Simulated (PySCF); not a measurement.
B(H)(Me)(SH), SMILES CBS, singlet at its B3LYP/def2-SVP optimised geometry (Å):

```
8

B      0.3525    -0.2272     0.0000
H      1.5586    -0.2272     0.0000
C     -0.4637    -1.5648    -0.0001
H     -0.1744    -2.1716     0.8778
H     -0.1758    -2.1702    -0.8794
H     -1.5586    -1.4517     0.0007
S     -0.5018     1.3504     0.0000
H      0.5741     2.1716    -0.0001
```

Calculation: B3LYP/def2-TZVP (PySCF). Cells within 0.4 Å of a nucleus heavier than hydrogen are left out (blank, or x).

Map of the electrostatic potential (hartree/e), clipped to [-0.08, 0.12] on the plane z = 0.0 Å:

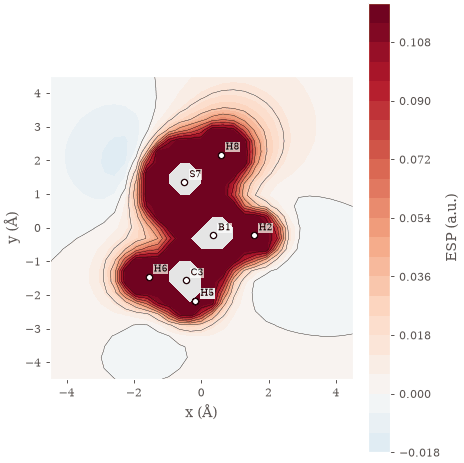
Figure. Electrostatic potential (hartree/e), clipped to [-0.08, 0.12] on the plane z = 0.0 Å.
